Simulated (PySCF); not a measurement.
The calculation's input:

```
mol = gto.M(atom='''
La    -0.23415     0.00000    -0.38374
S      2.12886     0.00000     0.84508
F     -2.20825     0.00000     0.72591''',
    basis={'La': 'lcecp-0-SVP', 'S': 'def2-SVP', 'F': 'def2-SVP'},
    ecp={'La': 'lcecp-0-SVP'},
    charge=-1, spin=0)
mf = dft.RKS(mol, xc='PBE0')
mf.grids.atom_grid = (75, 302)  # f atoms: at least (60, 302), unpruned
mf = mf.density_fit()  # La AutoAux, S def2-universal-JKFIT, F def2-universal-JKFIT
mf.conv_tol = 1e-09; mf.max_cycle = 55
mf.kernel(dm0)
```

Run with:

```sh
OMP_NUM_THREADS=2 python run.py
```

Core potentials replace the inner electrons of La; the highest occupied orbital lies above zero, a sign that basis and functional describe the outermost electron poorly.

Level of theory: RKS PBE0, La lcecp-0-SVP with ECP47, S def2-SVP, F def2-SVP; non-relativistic Hamiltonian with scalar-relativistic core potentials where named; density fitting (PySCF 2.14.0).

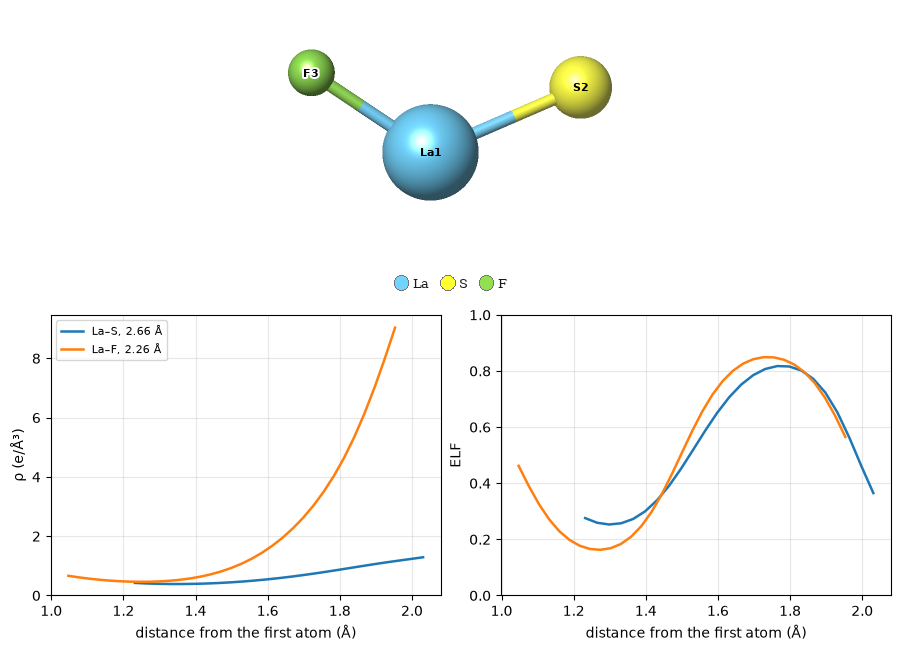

FLaS (charge −1). Electron density and ELF along straight lines between neighbouring atoms. The curves leave out the atomic cores. The structure is drawn too.

### What kind of bonding do the profiles show?

La–S (2.66 Å): ρ at the midpoint is about 0.39 e/Å³; the ELF peaks at about 0.80 in the valence shell of S, 0.9 Å from its nucleus, and drops to about 0.25 between the two atoms (an ionic contact with no shared pair).
La–F (2.26 Å): the density is about 0.53 e/Å³ at the midpoint, with its minimum of 0.46 e/Å³ about 1.2 Å from La; the ELF is about 0.25 at the midpoint and 0.15 at its lowest between the atoms; a closed-shell, largely ionic contact.
